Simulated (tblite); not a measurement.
# C₄H₁₁BO₄Si: geometry relaxation

The run: geometry relaxation of C₄H₁₁BO₄Si, SMILES COB(CC(=O)O[SiH3])OC. Method and program: GFN2-xTB geometry optimisation, gas phase (tblite 0.8.0).

It belongs to a series of runs on one base structure; here: H on C replaced by B(OMe)2.

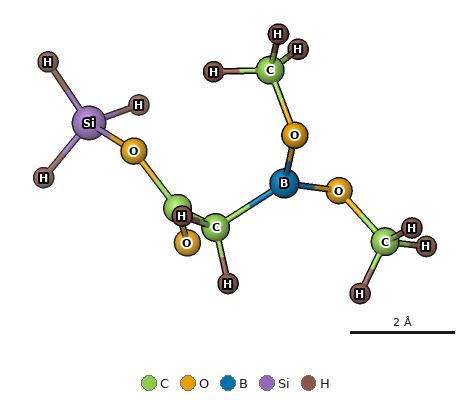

*The input geometry (ball-and-stick view, seen at a tilt).*

Bond lengths as drawn: B–C 1.59 Å, B–O 1.47 to 1.49 Å, C–C 1.48 Å, C–H 1.11 to 1.12 Å, C–O 1.27 to 1.40 Å, H–Si 1.46 to 1.47 Å and O–Si 1.74 Å.

Input
```
{"job": {"kind": "relax", "xc": "GFN2-xTB", "basis": "xTB"}, "charge": 0, "multiplicity": 1}
C     -2.904200     1.118300    -0.664000
O     -1.762600     0.358200    -0.913700
B     -1.148600    -0.018600     0.394500
C     -0.039400     0.919200     1.038600
C      1.150800     0.984900     0.156300
O      1.243300     1.929200    -0.686500
O      2.124900    -0.011900     0.212900
Si     3.532600    -0.050300    -0.816800
O     -1.576200    -1.256400     1.070000
C     -0.778000    -2.314200     0.618500
H     -3.681400     0.543200    -0.095100
H     -3.369100     1.384100    -1.638800
H     -2.675700     2.078200    -0.133500
H      0.268500     0.485600     2.024300
H     -0.457800     1.935600     1.221200
H      4.340600    -1.231600    -0.481200
H      3.095500    -0.129800    -2.221300
H      4.319900     1.160100    -0.618900
H     -1.106800    -3.242300     1.120800
H     -0.878200    -2.471800    -0.477600
H      0.292900    -2.152800     0.889600
```

The first line tells a small driver script what to run in tblite; the rest is the geometry in Å.

Run as:
```bash
OMP_NUM_THREADS=1 python <driver script> task.json out
```

Output
```
step      E/eV     max force
  0    -910.72949    4.604
  1    -911.15958    5.060
  2    -911.39614    1.104
  3    -911.47651    0.699
  4    -911.56642    0.613
  5    -911.60846    0.540
  6    -911.68330    0.451
  7    -911.72270    0.503
  8    -911.77262    0.449
  9    -911.81547    0.518
 10    -911.85821    0.488
 11    -911.89114    0.404
 12    -911.91888    0.360
 13    -911.94477    0.362
 14    -911.97244    0.428
 15    -912.00055    0.391
 16    -912.02569    0.391
 17    -912.04704    0.320
 18    -912.06497    0.307
 19    -912.08241    0.321
 20    -912.10218    0.326
 21    -912.12608    0.445
 22    -912.15681    0.578
 23    -912.19699    0.551
 24    -912.23573    0.584
 25    -912.27102    0.574
 26    -912.29604    0.610
 27    -912.33672    0.406
 28    -912.37700    0.512
 29    -912.42016    0.540
 30    -912.45092    0.474
 31    -912.47779    0.423
 32    -912.49734    0.697
 33    -912.52558    0.518
 34    -912.56031    0.343
 35    -912.59010    0.416
 36    -912.62083    0.460
 37    -912.65784    0.419
 38    -912.68896    0.329
 39    -912.71147    0.313
 40    -912.72932    0.288
 41    -912.74571    0.247
 42    -912.76095    0.283
 43    -912.77792    0.358
 44    -912.79741    0.469
 45    -912.81857    0.371
 46    -912.83374    0.231
 47    -912.84235    0.159
 48    -912.84740    0.154
 49    -912.85157    0.171
 50    -912.85555    0.177
 51    -912.85962    0.196
 52    -912.86345    0.154
 53    -912.86712    0.131
 54    -912.87083    0.134
 55    -912.87523    0.149
 56    -912.88014    0.141
 57    -912.88489    0.149
 58    -912.88847    0.119
 59    -912.89111    0.096
 60    -912.89314    0.100
 61    -912.89493    0.092
 62    -912.89631    0.076
 63    -912.89736    0.067
 64    -912.89817    0.065
 65    -912.89878    0.053
 66    -912.89924    0.050
 67    -912.89965    0.035
 68    -912.90001    0.035
 69    -912.90031    0.036
 70    -912.90057    0.038
 71    -912.90087    0.042
 72    -912.90134    0.044
 73    -912.90206    0.071
 74    -912.90300    0.083
 75    -912.90399    0.071
 76    -912.90488    0.061
 77    -912.90580    0.079
 78    -912.90699    0.087
 79    -912.90869    0.089
 80    -912.91093    0.092
 81    -912.91304    0.091
 82    -912.91458    0.088
 83    -912.91590    0.080
 84    -912.91703    0.071
 85    -912.91808    0.062
 86    -912.91916    0.076
 87    -912.92016    0.083
 88    -912.92099    0.065
 89    -912.92161    0.052
 90    -912.92213    0.071
 91    -912.92262    0.054
 92    -912.92331    0.050
 93    -912.92367    0.034
 94    -912.92393    0.029
 95    -912.92413    0.031
 96    -912.92437    0.044
 97    -912.92468    0.046
 98    -912.92504    0.037
 99    -912.92539    0.043
100    -912.92569    0.044
101    -912.92598    0.042
102    -912.92624    0.032
103    -912.92643    0.027
104    -912.92655    0.020
105    -912.92664    0.024
106    -912.92672    0.024
107    -912.92679    0.033
108    -912.92685    0.017
109    -912.92688    0.017
110    -912.92692    0.016
111    -912.92698    0.018
112    -912.92704    0.018
113    -912.92711    0.020
114    -912.92718    0.020
115    -912.92726    0.018
116    -912.92734    0.016
117    -912.92741    0.017
118    -912.92747    0.018
119    -912.92752    0.020
120    -912.92757    0.017
121    -912.92763    0.017
122    -912.92769    0.018
123    -912.92774    0.014
124    -912.92779    0.017
125    -912.92785    0.017
126    -912.92790    0.019
127    -912.92795    0.015
128    -912.92801    0.020
129    -912.92809    0.024
130    -912.92818    0.021
131    -912.92825    0.021
132    -912.92832    0.015
133    -912.92838    0.018
134    -912.92846    0.022
135    -912.92858    0.036
136    -912.92874    0.039
137    -912.92895    0.031
138    -912.92918    0.042
139    -912.92941    0.040
140    -912.92961    0.039
141    -912.92976    0.033
142    -912.92987    0.029
143    -912.92999    0.025
144    -912.93010    0.025
145    -912.93018    0.023
146    -912.93028    0.021
147    -912.93037    0.026
148    -912.93048    0.029
149    -912.93061    0.031
150    -912.93075    0.027
151    -912.93090    0.027
152    -912.93029    0.065
153    -912.93107    0.024
154    -912.93115    0.022
155    -912.93146    0.049
156    -912.93165    0.044
157    -912.93215    0.037
158    -912.93258    0.044
159    -912.93290    0.035
160    -912.93324    0.049
161    -912.93345    0.033
162    -912.93362    0.026
163    -912.93375    0.017
164    -912.93380    0.015
165    -912.93385    0.013
166    -912.93389    0.013
167    -912.93394    0.018
168    -912.93399    0.019
169    -912.93405    0.014
170    -912.93409    0.013
171    -912.93412    0.010
172    -912.93415    0.011
173    -912.93418    0.012
174    -912.93421    0.012
175    -912.93425    0.011
176    -912.93428    0.011
177    -912.93430    0.013
178    -912.93432    0.010
```

Trajectory as extended XYZ (Å, eV, eV/Å), 5 of the 179 frames kept, from step=0 to step=178
```
21
Properties=species:S:1:pos:R:3:forces:R:3 step=0 energy=-910.72949
C    -2.9042    1.1183   -0.6640   -1.3530   0.6690  -0.2770
O    -1.7626    0.3582   -0.9137    1.1600  -0.7980   2.6950
B    -1.1486   -0.0186    0.3945   -1.6610  -1.2010  -1.2950
C    -0.0394    0.9192    1.0386    0.2820  -0.5620   1.6040
C     1.1508    0.9849    0.1563    1.8320   2.3340  -3.5210
O     1.2433    1.9292   -0.6865    0.2080  -3.3440   2.7380
O     2.1249   -0.0119    0.2129   -0.8550   1.5090  -0.5050
Si    3.5326   -0.0503   -0.8168   -0.9790   0.2540   0.0950
O    -1.5762   -1.2564    1.0700    0.7150   2.2670  -1.2990
C    -0.7780   -2.3142    0.6185    0.5370  -1.0540  -0.0800
H    -3.6814    0.5432   -0.0951    0.5950   0.4050  -0.1740
H    -3.3691    1.3841   -1.6388    0.4160  -0.1800   0.3820
H    -2.6757    2.0782   -0.1335   -0.1320  -0.6740  -0.2280
H     0.2685    0.4856    2.0243   -0.2330   0.3150  -0.6070
H    -0.4578    1.9356    1.2212    0.4700  -0.6060  -0.3560
H     4.3406   -1.2316   -0.4812   -0.4580   0.1120   0.2680
H     3.0955   -0.1298   -2.2213   -0.0680  -0.0230   0.3150
H     4.3199    1.1601   -0.6189   -0.0940   0.0480   0.1590
H    -1.1068   -3.2423    1.1208   -0.0380   0.4280  -0.0850
H    -0.8782   -2.4718   -0.4776    0.1650   0.1640   0.4870
H     0.2929   -2.1528    0.8896   -0.5100  -0.0610  -0.3180
21
Properties=species:S:1:pos:R:3:forces:R:3 step=44 energy=-912.79741
C    -3.1889    1.2018   -0.6734    0.0000   0.0650   0.0950
O    -1.9397    1.1994   -0.0187   -0.0430  -0.0800  -0.0650
B    -1.1709    0.1734    0.3569    0.1310   0.1220   0.0780
C     0.1736    0.6913    1.1303   -0.0700  -0.0210  -0.0230
C     1.2709    0.8573    0.1277    0.2390   0.0680   0.3980
O     1.4334    1.7811   -0.6276   -0.1970  -0.1050   0.0240
O     2.1539   -0.1454    0.1697   -0.0500  -0.0290  -0.1790
Si    3.4647   -0.0701   -0.8495    0.1000   0.0220  -0.0830
O    -1.4805   -1.1249    0.1354    0.1490   0.0620   0.0470
C    -0.6529   -2.1921    0.5481   -0.0260  -0.1740  -0.0260
H    -3.8605    0.4508   -0.2526    0.0460  -0.0920  -0.0590
H    -3.0731    1.0299   -1.7522    0.0020   0.0660   0.2510
H    -3.5959    2.1973   -0.4742   -0.1210  -0.0820  -0.2560
H     0.5017   -0.0027    1.9139   -0.0650   0.2900  -0.1560
H    -0.0732    1.6677    1.5529    0.1090  -0.1350  -0.0340
H     4.1206   -1.2904   -0.3773   -0.0410   0.1080  -0.0700
H     3.0327   -0.0992   -2.2449   -0.0320  -0.1020   0.0700
H     4.2166    1.1599   -0.6190    0.0100  -0.0850   0.0910
H    -1.1570   -2.7465    1.3455   -0.0020   0.0810   0.0280
H    -0.5067   -2.8756   -0.2931   -0.0260   0.1200  -0.0410
H     0.3222   -1.8460    0.9015   -0.1150  -0.0980  -0.0890
21
Properties=species:S:1:pos:R:3:forces:R:3 step=89 energy=-912.92161
C    -3.1913    1.0086   -0.6483    0.0150  -0.0010   0.0250
O    -1.9920    1.3025    0.0411   -0.0290  -0.0160   0.0140
B    -1.1049    0.3515    0.3852   -0.0300  -0.0180   0.0140
C     0.1858    0.8660    1.2294   -0.0050  -0.0070  -0.0380
C     1.3430    0.9785    0.2933   -0.0070   0.0210  -0.0300
O     1.5932    1.9266   -0.4052    0.0110  -0.0280   0.0350
O     2.0991   -0.1214    0.2482   -0.0150  -0.0110  -0.0070
Si    3.3544   -0.2091   -0.8381   -0.0180   0.0020   0.0100
O    -1.3539   -0.9286    0.0321   -0.0010   0.0110  -0.0120
C    -0.5864   -2.0629    0.3646    0.0060   0.0230   0.0060
H    -3.6863    0.1440   -0.2001   -0.0060   0.0160  -0.0430
H    -2.9830    0.7935   -1.6976    0.0130  -0.0170  -0.0110
H    -3.8321    1.8871   -0.5756    0.0080   0.0080   0.0110
H     0.4293    0.1674    2.0283    0.0200   0.0390   0.0130
H    -0.0346    1.8520    1.6330   -0.0080  -0.0350  -0.0010
H     3.8298   -1.5335   -0.4572    0.0110  -0.0120  -0.0070
H     2.8098   -0.1511   -2.1878    0.0010  -0.0020  -0.0270
H     4.3164    0.8524   -0.5825    0.0120   0.0070   0.0140
H    -0.9653   -2.4880    1.2977    0.0420  -0.0120   0.0280
H    -0.7113   -2.7973   -0.4333   -0.0140   0.0420  -0.0110
H     0.4714   -1.8212    0.4723   -0.0050  -0.0100   0.0160
21
Properties=species:S:1:pos:R:3:forces:R:3 step=134 energy=-912.92846
C    -3.1832    1.0070   -0.6687    0.0120  -0.0030   0.0040
O    -2.0122    1.2861    0.0716   -0.0050   0.0070  -0.0010
B    -1.1195    0.3414    0.4159   -0.0120  -0.0070  -0.0050
C     0.1770    0.8736    1.2377   -0.0200  -0.0010   0.0070
C     1.3206    0.9825    0.2852    0.0100   0.0030   0.0100
O     1.5969    1.9467   -0.3789    0.0110   0.0080   0.0000
O     2.0376   -0.1410    0.1913    0.0080  -0.0030   0.0170
Si    3.3242   -0.2227   -0.8553    0.0100   0.0000  -0.0200
O    -1.3528   -0.9415    0.0659   -0.0050  -0.0030   0.0010
C    -0.5537   -2.0577    0.3884   -0.0080   0.0100  -0.0060
H    -3.6935    0.1264   -0.2732    0.0040   0.0060   0.0000
H    -2.9298    0.8247   -1.7150   -0.0090   0.0060  -0.0040
H    -3.8291    1.8819   -0.5924    0.0010  -0.0110  -0.0060
H     0.4406    0.1907    2.0431    0.0090  -0.0060   0.0050
H    -0.0442    1.8608    1.6353   -0.0070   0.0090  -0.0040
H     3.7383   -1.5836   -0.5304   -0.0020   0.0070  -0.0150
H     2.8394   -0.0679   -2.2211    0.0090  -0.0060  -0.0020
H     4.3146    0.7837   -0.4984    0.0000   0.0000   0.0020
H    -0.8644   -2.4615    1.3555   -0.0010  -0.0070   0.0110
H    -0.7208   -2.8101   -0.3838    0.0010  -0.0010   0.0080
H     0.5052   -1.8027    0.4271   -0.0070  -0.0060  -0.0030
21
Properties=species:S:1:pos:R:3:forces:R:3 step=178 energy=-912.93432
C    -3.1245    0.9783   -0.7695    0.0020   0.0030  -0.0060
O    -1.9609    1.2655   -0.0207   -0.0020   0.0080   0.0020
B    -1.1037    0.3200    0.4006   -0.0030   0.0010  -0.0030
C     0.1729    0.8543    1.2508    0.0000  -0.0010   0.0060
C     1.3424    1.0008    0.3343   -0.0040   0.0060  -0.0070
O     1.7184    2.0263   -0.1703   -0.0040   0.0010   0.0030
O     1.9629   -0.1533    0.0753    0.0010   0.0020   0.0050
Si    3.2743   -0.1634   -0.9462   -0.0010  -0.0050  -0.0060
O    -1.3579   -0.9760    0.1132    0.0010  -0.0040   0.0020
C    -0.5872   -2.0797    0.5313    0.0050  -0.0050   0.0020
H    -3.5707    0.0338   -0.4534    0.0050   0.0050  -0.0010
H    -2.8750    0.9143   -1.8307    0.0040   0.0000  -0.0050
H    -3.8252    1.7982   -0.6092    0.0000  -0.0030   0.0010
H     0.4275    0.1495    2.0408    0.0020  -0.0060   0.0040
H    -0.0589    1.8286    1.6743   -0.0030   0.0000   0.0000
H     3.5270   -1.5998   -0.9068    0.0060   0.0050   0.0010
H     2.8825    0.3167   -2.2644   -0.0040  -0.0010   0.0040
H     4.3442    0.6310   -0.3563   -0.0040  -0.0030  -0.0060
H    -0.7793   -2.2930    1.5865    0.0010  -0.0040   0.0040
H    -0.8969   -2.9358   -0.0693   -0.0020   0.0050   0.0010
H     0.4790   -1.8992    0.3892    0.0000   0.0000  -0.0010
```

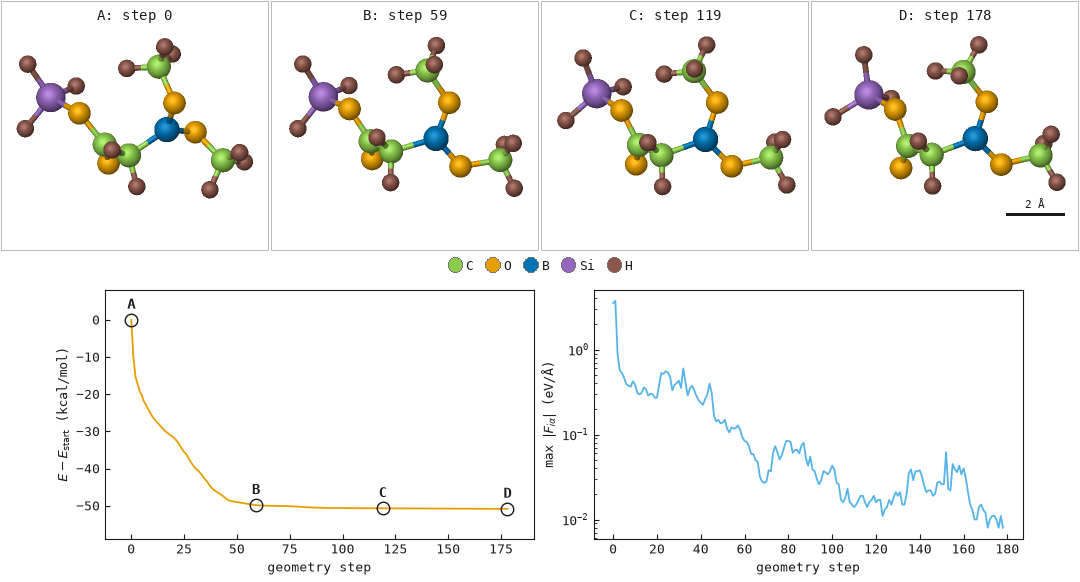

*Frames of the relaxation (ball-and-stick view, seen at a tilt) above the curves, on which the letters mark them (steps are counted from 0).*

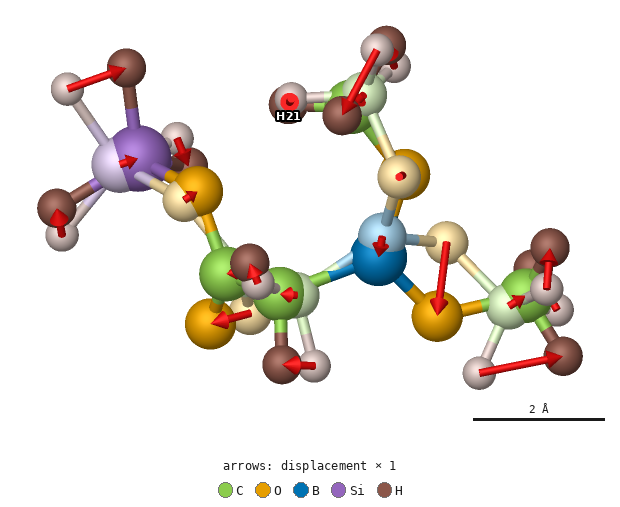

*Start (faint) and end (solid) with the displacements as red arrows, at true length (ball-and-stick view, seen at a tilt). The two geometries are laid on each other by the best rigid fit.*

After 178 geometry steps the energy has fallen by 50.8 kcal/mol. Largest force component: 3.5 eV/Å at the start, 0.008 eV/Å at the end. The atom that moves furthest after the best rigid fit is H13 (1.31 Å). Largest moves by element: H 1.31 Å, O 1.26 Å, B 0.34 Å, C 0.32 Å, Si 0.30 Å. Among the contacts that change: O2–B3 1.493 → 1.344 Å, B3–O9 1.474 → 1.352 Å, O7–Si8 1.745 → 1.662 Å, C5–O6 1.269 → 1.203 Å. Among the angles that change: B3–O9–C10 108.7° → 125.8°, C1–O2–B3 108.5° → 123.2°, O7–Si8–H16 109.1° → 97.2°. (Atoms are counted from 1 in the order of the input.)

Results in brief

```json
{"quantity": "outcome", "value": "converged"}
{"quantity": "total energy", "value": "−912.9343 eV"}
{"quantity": "hardware", "value": "1 CPU thread, shared host"}
{"quantity": "wall time", "value": "2.7 s"}
{"quantity": "peak memory", "value": "0.18 GiB"}
```
